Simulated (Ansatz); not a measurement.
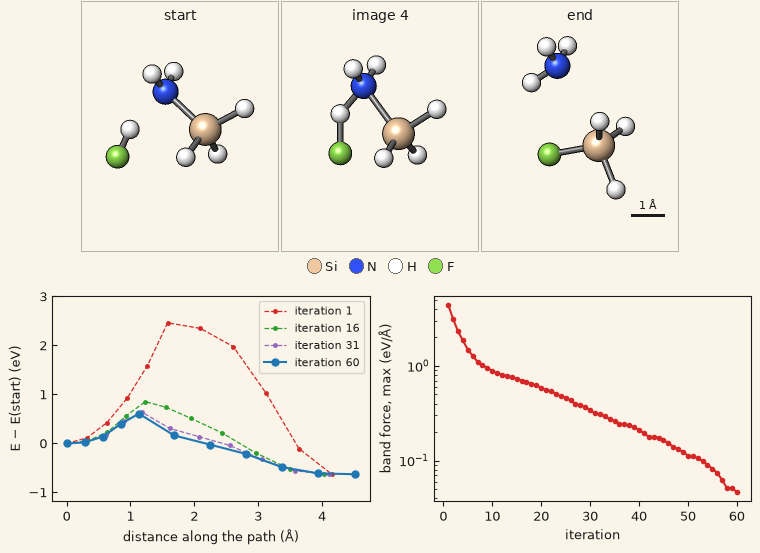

A nudged-elastic-band calculation for SiNH6F. Images are numbered from 0 (start) to 10 (end). The plot follows the band through its iterations. The picture is a ball-and-stick view, seen at a tilt.

Method: RKS CAM-B3LYP/def2-SVP in Ansatz 0.2.0. Settings: 9 movable images; climbing image; force threshold 0.03 eV/Å; iteration limit 60; optimiser FIRE; largest step 0.02 Å; starting path through a guess of the saddle point.

**Judge this run.**

The result isn't final. The band hadn't converged when the run stopped after 60 iterations. The largest component of the band force went from 4.4 to 0.046 eV/Å. The barrier read from it is provisional, though the highest image hardly moved in the last two iterations. The step length is far from the usual. The first iteration put the highest image at 2.46 eV. Forward barrier 0.61 eV, backward barrier 1.24 eV, with image 4 at the top; the reaction energy is −0.63 eV.

Cost: 9 min on 2 threads of Arm Neoverse V2, on a shared host, peak memory 0.16 GiB.
